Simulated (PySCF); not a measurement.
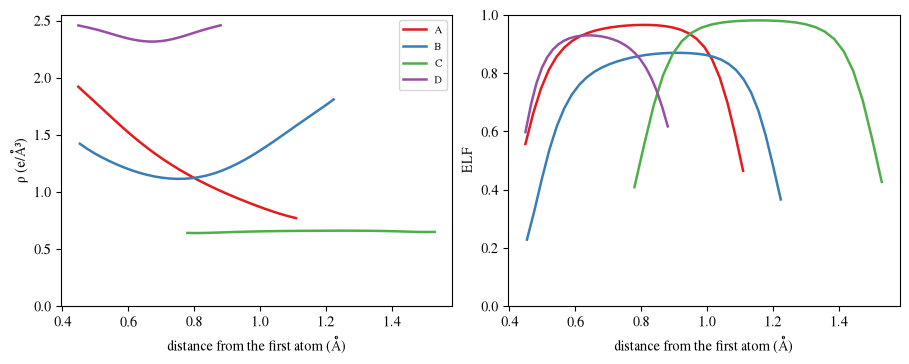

The picture shows: C3H7ClSi2. Electron density and ELF along straight lines between neighbouring atoms. The curves leave out the atomic cores.

Geometry: GFN2-xTB.

These are results of B3LYP/def2-SVPD, SCF density, gas phase (PySCF), not measurements.

```xyz
13

Cl   -1.7839    0.7958    1.8558
C    -1.3073    0.3490    0.1642
C    -0.8934   -1.0825    0.2048
C     0.3703   -1.4776    0.0827
Si    1.7091   -0.1814   -0.2257
Si    0.1376    1.5026   -0.4059
H    -2.2263    0.4649   -0.4121
H    -1.6911   -1.7943    0.3913
H     0.5978   -2.5318    0.1558
H     2.6575   -0.1477    0.8934
H     2.4730   -0.5369   -1.4279
H    -0.2057    1.9638   -1.7587
H     0.1580    2.6765    0.4645
```

Which curve belongs to which contact (C–C, C–Cl, C–Si and Si–Si)? The first atom named is at distance zero.

Curve A: C–Si (1.89 Å): ρ at the midpoint is about 0.93 e/Å³; the ELF peaks at about 0.95 between the atoms: a shared electron pair. Curve B: C–Cl (1.81 Å): ρ at the midpoint is about 1.2 e/Å³; the ELF peaks at about 0.85 between the atoms, as expected for a shared electron pair. Curve C: Si–Si (2.31 Å): ρ is about 0.66 e/Å³ halfway; the ELF peaks at about 1 between the atoms (a shared electron pair). Curve D: C–C (1.33 Å): ρ is about 2.3 e/Å³ halfway; the ELF peaks at about 0.95 between the atoms; a short, multiple covalent bond.
